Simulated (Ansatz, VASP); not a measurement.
## Cross-check of Ta2O5 between VASP and Ansatz

Wanted: the spread between two codes on one cell, functional and k mesh.

Program: Ansatz 0.2.0. Level of theory: plane waves, with VASP 6.6.1 beside it; band structure at LDA. Results are calculated unless marked as measured.

## 1. Set-up

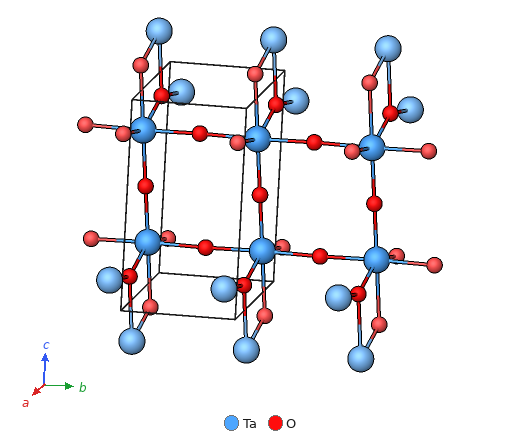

Start, viewed slightly off an axis; tantalum blue, oxygen red. 1×2×1 cells are drawn. Some periodic images of atoms are drawn too.

As a file:

```cif
data_structure
_symmetry_space_group_name_H-M 'P 1'
_symmetry_Int_Tables_number 1
_cell_length_a 3.8414
_cell_length_b 3.8627
_cell_length_c 6.7776
_cell_angle_alpha 90.000
_cell_angle_beta 105.568
_cell_angle_gamma 90.000
_cell_volume 96.88
loop_
_atom_site_label
_atom_site_type_symbol
_atom_site_fract_x
_atom_site_fract_y
_atom_site_fract_z
_atom_site_occupancy
Ta1 Ta 0.64816 0.00000 0.79208 1
Ta2 Ta 0.35184 0.00000 0.20792 1
O3 O 0.66299 0.50000 0.79935 1
O4 O 0.33701 0.50000 0.20065 1
O5 O 0.18970 0.00000 0.87165 1
O6 O 0.81030 0.00000 0.12835 1
O7 O 0.50000 0.00000 0.50000 1
```

## 2. Ansatz: band structure, LDA

Ansatz runs on its default PAW (the set named soft_2) files.

Levels along a path test the potential and the projectors away from the mesh points.

Contents of input.yaml:

```yaml
crystal:
  lattice:
    - [3.8414080139, 0.0, 0.0]
    - [0.0, 3.86271575, 0.0]
    - [-1.8189421445, 0.0, 6.5289594201]
  atoms:
    - { symbol: Ta, position: [0.6481609753, 0.0, 0.7920815962] }
    - { symbol: Ta, position: [0.3518390247, 0.0, 0.2079184038] }
    - { symbol: O, position: [0.6629904298, 0.5, 0.7993477319] }
    - { symbol: O, position: [0.3370095702, 0.5, 0.2006522681] }
    - { symbol: O, position: [0.1897033761, 0.0, 0.8716485215] }
    - { symbol: O, position: [0.8102966239, 0.0, 0.1283514785] }
    - { symbol: O, position: [0.5, 0.0, 0.5] }
hamiltonian:
  xc: lda
  pseudopotentials: { kind: paw }
kpoints:
  mp_grid: { grid: [4, 4, 2] }
  band_path:
    path:
      - [0.0, 0.0, 0.0]
      - [0.0, 0.0, 0.21429]
      - [0.0, 0.0, 0.42857]
      - [0.0, 0.0, 0.5]
      - [-0.06526, 0.0, 0.5309]
      - [-0.26106, 0.0, 0.62361]
      - [-0.45685, 0.0, 0.71632]
      - [-0.46918, 0.0, 0.65452]
      - [-0.48767, 0.0, 0.56181]
      - [-0.5, 0.0, 0.5]
      - [-0.5, 0.21429, 0.5]
      - [-0.5, 0.42857, 0.5]
      - [-0.5, 0.5, 0.5]
      - [-0.50616, 0.5, 0.4691]
      - [-0.52466, 0.5, 0.37639]
      - [-0.54315, 0.5, 0.28368]
      - [-0.53082, 0.5, 0.20263]
      - [-0.51233, 0.5, 0.08105]
      - [-0.5, 0.5, 0.0]
      - [-0.5, 0.28571, 0.0]
      - [-0.5, 0.07143, 0.0]
      - [-0.50616, 0.0, 0.04053]
      - [-0.52466, 0.0, 0.1621]
      - [-0.54315, 0.0, 0.28368]
      - [-0.32632, 0.5, 0.65452]
      - [-0.13053, 0.5, 0.56181]
      - [0.0, 0.5, 0.5]
      - [0.0, 0.5, 0.28571]
      - [0.0, 0.5, 0.07143]
      - [0.0, 0.07143, 0.5]
      - [0.0, 0.28571, 0.5]
      - [0.0, 0.5, 0.5]
    npoints: 1
scf:
  occupations: { method: gaussian, width: 0.01 }
  n_extra_bands: 9
output:
  forces: true
  stress: true
  eigenvalues: true
  write_density: true
  write_potential: true
  elf: true
  volumetric_format: npy
```

Launch:

```console
$ ansatz run input.yaml --threads 4 --pin off --max-ram 9216MiB --backend cpu --events-out ev --progress --plain --runs-dir out
```

Numbers of over 12 decimals in the logs are rounded to 6 here.

Output:

```text
scf.n_extra_bands = 9 over 28 filled bands (N_el = 56.0): the run solves 37 bands
Engine: ansatz 0.2.0, aarch64-unknown-linux-gnu
Pseudopotentials: kind: paw
Pseudopotential: Ta, paw, valence charge 13, recommended cutoff 420 eV (normal), Ta.paw.azcp
Pseudopotential: O, paw, valence charge 6, recommended cutoff 420 eV (normal), O.paw.azcp
Functional definition: SPW92
  exchange = slater_x
  correlation = pw_c
Crystal: 7 atoms, lattice volume = 96.878 Å³
Basis set: ecut = 420 eV, 1913 PW (Γ)
Bands: 37, of which v1, the nominal top of the filled ones, is band 28 counted from 1 (27 counted from 0)
Symmetry: 4 space group operations
Space group: P2/m (ITA 10), of the structure as read, at distance tolerance 4.6e-5 Å
k-points: 18 of 32
Non-local potential: Ta, projectors of the file, l = 0: 3, l = 1: 2, l = 2: 2, l = 3: 1
Non-local potential: O, projectors of the file, l = 0: 2, l = 1: 2, l = 2: 1
PAW form: soft (Blöchl's): semilocal exchange-correlation on the pseudo side does not see the compensation charge
PAW frozen core: Ta, regenerated for the run's functional, and the local potential with it (the file was generated under x = pbe(κ = 0.804, μ = 0.219515), c = pbe(β = 0.066725))
PAW frozen core: O, regenerated for the run's functional, and the local potential with it (the file was generated under x = pbe(κ = 0.804, μ = 0.219515), c = pbe(β = 0.066725))
PAW one-centre angular grid: Ta, 590 points (default); XC on 64 Gauss nodes
PAW one-centre angular grid: O, 110 points (default); XC on 64 Gauss nodes
Initial density: superposition of atomic densities (neutral atoms: chi_scale 0, normalization atom), corrected by the library's trained network
Initial wavefunctions: pseudopotential atomic-orbital guess
Functional: x = slater, c = lda
SCF iter   1: F=—  HF=-22148.954998 eV  |F-HF|=—  |Δ(HF+E_count)|=         —  Δρ=1.94e-2  dr2=3.45e-1  ethr=1.77e-3  ⟨swp⟩=5.9  Hψ=2704  notcnv=0
preconditioner: auto → Resta (q_TF=auto, 2.490 Å⁻¹)  ε∞=5.1  [insulator: Δε(μ)=1.799 eV  Ē_g=11.820 eV  σ=0.010 eV  W_gap=1.00  n_scr=26 (ndim 8)  ℏωp=23.9 eV  f_vac=0.159  D(μ)=0.00/eV (n_scr^D=0)  ε∞_Penn≈5.1]
SCF iter   2: F=—  HF=-22148.881679 eV  |F-HF|=—  |Δ(HF+E_count)|=   7.33e-2  Δρ=6.65e-3  dr2=2.39e-2  ethr=6.16e-4  ⟨swp⟩=2.0  Hψ=1170  notcnv=0  defer=43
SCF iter   3: F=—  HF=-22148.875822 eV  |F-HF|=—  |Δ(HF+E_count)|=   5.86e-3  Δρ=2.32e-3  dr2=3.22e-3  ethr=4.27e-5  ⟨swp⟩=2.0  Hψ=1055  notcnv=0  defer=43
SCF iter   4: F=—  HF=-22148.875117 eV  |F-HF|=—  |Δ(HF+E_count)|=   7.05e-4  Δρ=1.01e-3  dr2=9.15e-4  ethr=5.76e-6  ⟨swp⟩=2.2  Hψ=1058  notcnv=0  defer=43
SCF iter   5: F=—  HF=-22148.874934 eV  |F-HF|=—  |Δ(HF+E_count)|=   1.84e-4  Δρ=1.99e-4  dr2=5.94e-5  ethr=1.63e-6  ⟨swp⟩=2.0  Hψ=1056  notcnv=0  defer=43
SCF iter   6: F=—  HF=-22148.874955 eV  |F-HF|=—  |Δ(HF+E_count)|=   2.15e-5  Δρ=7.05e-5  dr2=8.42e-6  ethr=1.06e-7  ⟨swp⟩=2.5  Hψ=945  notcnv=0  defer=43
SCF iter   7: F=—  HF=-22148.874958 eV  |F-HF|=—  |Δ(HF+E_count)|=   2.71e-6  Δρ=4.31e-5  dr2=2.10e-6  ethr=1.50e-8  ⟨swp⟩=2.0  Hψ=926  notcnv=0  defer=43
SCF iter   8: F=—  HF=-22148.874958 eV  |F-HF|=—  |Δ(HF+E_count)|=   6.61e-7  Δρ=3.33e-5  dr2=9.53e-7  ethr=3.75e-9  ⟨swp⟩=2.0  Hψ=959  notcnv=0  defer=43
SCF iter   9: F=-22148.874958 eV  HF=-22148.874958 eV  |F-HF|=1.91e-9  |Δ(HF+E_count)|=   5.80e-9  Δρ=8.95e-6  dr2=8.09e-8  ethr=1.79e-10  ⟨swp⟩=12.2  Hψ=4633  notcnv=0
SCF 1 converged in 9 iterations: F = -22148.874958 eV  dr2 = 8.09e-8
  greatest PAW one-centre occupation: 1.000 electrons in one spin orbital (limit 2), on the Ta atom at site 1 (counted from 0), in its partial waves of l = 0
NSCF: frozen V_eff on 32 k-points
SCF converged after 9 iterations
Free energy (F): -22148.874958 eV
Harris-Foulkes:  -22148.874958 eV  (|F-HF|=1.91e-9)
Internal energy: -22148.874958 eV  (E = F + TS)
E sigma→0 (E₀):  -22148.874958 eV
Fermi energy:    7.771525 eV
--- Per-component energies (eV) ---
  E_band       = -565.598568
  E_kinetic    = 1593.735491
  E_local      = -4444.366380  (includes V_loc(G=0)·N_el)
  E_nonlocal   = 289.713089
  E_hartree    = 1642.026905
  E_xc         = -791.030254
  E_vxc        = -867.574473  (∫ρ·V_xc dr)
  E_paw        = -17034.408862  (= ΣΔE_a)
  E_vpaw       = -421.173797  (= ΣTr[D̂ρ^β])
  E_aug_tail   = 0.012634  (compensation charges beyond the density's cutoff)
  E_ewald      = -3405.559995
  E_core_change = 1.002413  (= ΣΔE_core)
  E_smearing   = -0.000000  (= −TS)
  E_closure    = 0.000000  (closes the sum)
  Σ components = -22148.874958   (vs F -22148.874958, Δ=0.00e0)
--- Forces (eV/Å), atoms counted from 1 ---
  atom   1  Ta    -0.03929317    -0.00000000    -0.09198646
  atom   2  Ta     0.03929317     0.00000000     0.09198646
  atom   3  O      0.02463017     0.00000000     0.02798291
  atom   4  O     -0.02463017    -0.00000000    -0.02798291
  atom   5  O      0.01286198     0.00000000     0.00140085
  atom   6  O     -0.01286198    -0.00000000    -0.00140085
  atom   7  O      0.00000000     0.00000000    -0.00000000
  max |Σ_I F_I| component: 3.47e-18 eV/Å
--- Stress (GPa, compression-positive) ---
       -5.336921       0.000000      -0.221365
        0.000000      -5.856632      -0.000000
       -0.221365      -0.000000      -6.237144
  P = ⅓ Tr σ = -5.8102 GPa (-58.102 kbar)
--- Band table (eV; the first three rows and the last of 18) ---
  k-point 0: bands = [... 24 lower, 5.7588, 5.8875, 6.0766, 6.1013, 8.8661, 9.2694, 9.4221, 10.9534, ... 5 higher]
  k-point 1: bands = [... 24 lower, 5.7625, 5.8221, 5.9067, 5.9172, 8.8255, 9.3140, 9.4002, 10.7760, ... 5 higher]
  k-point 2: bands = [... 24 lower, 4.7653, 5.2229, 5.3243, 6.0626, 10.4734, 10.8805, 10.9586, 11.0619, ... 5 higher]
  k-point 17: bands = [... 24 lower, 4.7301, 6.0101, 6.5883, 6.7175, 9.7961, 11.6072, 12.1960, 12.8220, ... 5 higher]
```

Elapsed: 2.4 s, on 4 threads of Arm Neoverse V2, shared host; peak memory 0.4 GiB; 7.2 s of CPU time.

In the SCF lines HF is the Harris–Foulkes energy and dr2 the Hartree energy of the density residual, in eV; the loop may stop once dr2 is under the threshold and the program's other checks hold. Hψ counts applications of the Hamiltonian.

## 3. VASP: band structure, LDA

The same cell, functional (in two slightly different forms), mesh and smearing now go to VASP, with its own data sets and cutoff.

Lines of VASP's logs that name or quote its potential files are left out, and so is its time.

Contents of INCAR:

```
SYSTEM = Ta2O5
PREC = Accurate
ENCUT = 440
EDIFF = 1E-08
NELM = 100
ISMEAR = 0
SIGMA = 0.01
LREAL = .FALSE.
ALGO = Normal
GGA = CA
NBANDS = 35
LASPH = .TRUE.
LORBIT = 11
LWAVE = .TRUE.
LCHARG = .FALSE.
KPAR = 4
```

Contents of POSCAR:

```
Ta2O5
1.0
    3.8414080139      0.0000000000      0.0000000000
    0.0000000000      3.8627157500      0.0000000000
   -1.8189421445      0.0000000000      6.5289594201
Ta O
2 5
Direct
    0.6481609753      0.0000000000      0.7920815962
    0.3518390247      0.0000000000      0.2079184038
    0.6629904298      0.5000000000      0.7993477319
    0.3370095702      0.5000000000      0.2006522681
    0.1897033761      0.0000000000      0.8716485215
    0.8102966239      0.0000000000      0.1283514785
    0.5000000000      0.0000000000      0.5000000000
```

Contents of KPOINTS:

```
Automatic mesh
0
Gamma
4 4 2
0 0 0
```

Contents of KPOINTS_OPT:

```
Line mode
8
Line-mode
Reciprocal
  0.00000000   0.00000000   0.00000000 GAMMA
  0.00000000   0.00000000   0.50000000 Y

  0.00000000   0.00000000   0.50000000 Y
 -0.45684987   0.00000000   0.71632263 H

 -0.45684987   0.00000000   0.71632263 H
 -0.50000000   0.00000000   0.50000000 C

 -0.50000000   0.00000000   0.50000000 C
 -0.50000000   0.50000000   0.50000000 E

 -0.50000000   0.50000000   0.50000000 E
 -0.54315013   0.50000000   0.28367737 M1

 -0.54315013   0.50000000   0.28367737 M1
 -0.50000000   0.50000000   0.00000000 A

 -0.50000000   0.50000000   0.00000000 A
 -0.50000000   0.00000000   0.00000000 X

 -0.50000000   0.00000000   0.00000000 X
 -0.54315013   0.00000000   0.28367737 H1

 -0.45684987   0.50000000   0.71632263 M
  0.00000000   0.50000000   0.50000000 D

  0.00000000   0.50000000   0.50000000 D
  0.00000000   0.50000000   0.00000000 Z

  0.00000000   0.00000000   0.50000000 Y
  0.00000000   0.50000000   0.50000000 D
```

PAW data sets: Ta_sv_GW and O_GW (LDA family, release 64).

Launch:

```console
$ mpirun -np 4 vasp_std
```

Output:

```text
[banner, memory and clock lines left out]
running    4 mpi-ranks, on    1 nodes
 distrk:  each k-point on    1 cores,    4 groups
 distr:  one band on    1 cores,    1 groups

 POSCAR found type information on POSCAR TaO
 POSCAR found :  2 types and       7 ions
 LDA part: xc-table for (Slater(with rela. corr.)+CA(PZ))
 , standard interpolation
 POSCAR, INCAR and KPOINTS ok, starting setup
 FFT: planning ... GRIDC
 FFT: planning ... GRID_SOFT
 FFT: planning ... GRID
 WAVECAR not read
 entering main loop
       N       E                     dE             d eps       ncg     rms          rms(c)
DAV:   1     0.615619581518E+03    0.61562E+03   -0.30251E+04  1276   0.141E+03
DAV:   2    -0.500612157303E+02   -0.66568E+03   -0.64792E+03  1985   0.615E+02
DAV:   3    -0.954019428323E+02   -0.45341E+02   -0.45100E+02  1560   0.147E+02
DAV:   4    -0.974282777197E+02   -0.20263E+01   -0.20241E+01  2016   0.309E+01
DAV:   5    -0.974661183009E+02   -0.37841E-01   -0.37833E-01  1688   0.306E+00    0.805E+01
DAV:   6    -0.801015311963E+02    0.17365E+02   -0.85680E+01  1976   0.680E+01    0.131E+02
DAV:   7    -0.810557420331E+02   -0.95421E+00   -0.33620E+00  1778   0.123E+01    0.113E+02
DAV:   8    -0.810807831798E+02   -0.25041E-01   -0.88614E+00  1840   0.211E+01    0.191E+02
DAV:   9    -0.793982008232E+02    0.16826E+01   -0.34882E+00  1527   0.126E+01    0.238E+02
DAV:  10    -0.793818969765E+02    0.16304E-01   -0.80204E-01  1880   0.791E+00    0.170E+02
DAV:  11    -0.792799913092E+02    0.10191E+00   -0.28971E-01  1834   0.416E+00    0.411E+01
DAV:  12    -0.792710805304E+02    0.89108E-02   -0.37318E-02  1888   0.167E+00    0.103E+01
DAV:  13    -0.792699817959E+02    0.10987E-02   -0.53722E-03  1733   0.656E-01    0.603E+00
DAV:  14    -0.792699089389E+02    0.72857E-04   -0.98715E-04  1832   0.262E-01    0.491E-01
DAV:  15    -0.792699331192E+02   -0.24180E-04   -0.57868E-05  1888   0.681E-02    0.250E-02
DAV:  16    -0.792699422105E+02   -0.90912E-05   -0.21383E-05  1800   0.293E-02    0.224E-01
DAV:  17    -0.792699412153E+02    0.99512E-06   -0.67132E-06  1800   0.190E-02    0.130E-02
DAV:  18    -0.792699415239E+02   -0.30856E-06   -0.42725E-07  1672   0.398E-03    0.228E-03
DAV:  19    -0.792699415842E+02   -0.60335E-07   -0.16110E-07  1768   0.312E-03    0.103E-02
DAV:  20    -0.792699415831E+02    0.11596E-08   -0.31557E-08  1192   0.148E-03
   1 F= -.79269942E+02 E0= -.79269942E+02  d E =-.705443-121
 Start KPOINTS_OPT (optional k-point list driver)
k-point batch [1-18\88]
       N       E                     dE             ncg
DAV:   1    -0.164166475980E+04   -0.13574E+05     1276
DAV:   2    -0.131798420565E+05   -0.11538E+05     1928
DAV:   3    -0.140708787756E+05   -0.89104E+03     1744
DAV:   4    -0.141118962277E+05   -0.41017E+02     2064
DAV:   5    -0.141128518609E+05   -0.95563E+00     1805
DAV:   6    -0.141128740110E+05   -0.22150E-01     2040
DAV:   7    -0.141128743480E+05   -0.33693E-03     1925
DAV:   8    -0.141128743563E+05   -0.83538E-05     2008
DAV:   9    -0.141128743565E+05   -0.21784E-06     1624
DAV:  10    -0.141128743566E+05   -0.25402E-07     1272
DAV:  11    -0.141128743566E+05   -0.21391E-08     1168
[...]
k-point batch [73-88\88]
       N       E                     dE             ncg
DAV:   1     0.130033598096E+04   -0.20709E+05     1128
DAV:   2    -0.915943556458E+04   -0.10460E+05     1752
DAV:   3    -0.989397327419E+04   -0.73454E+03     1512
DAV:   4    -0.993176286548E+04   -0.37790E+02     1896
DAV:   5    -0.993240624933E+04   -0.64338E+00     1568
DAV:   6    -0.993242139522E+04   -0.15146E-01     1800
DAV:   7    -0.993242159253E+04   -0.19732E-03     1608
DAV:   8    -0.993242160124E+04   -0.87082E-05     1840
DAV:   9    -0.993242160136E+04   -0.11953E-06     1440
DAV:  10    -0.993242160137E+04   -0.95715E-08     1120
 writing wavefunctions
```

(Continued in part 2 of 2.)

[Lines on the potential files, build, host, timing and source positions are cut from VASP's logs without a mark.]

[Logs are printed without paths, hosts, clocks, repeated set-up lines and the standing remarks that a program may print on its own settings, such as how far it seeks lower states.]

[Hosts, paths, dates, database ids (printed as entryN), source tags and the programs' standing remarks are cut or masked in the printed files.]
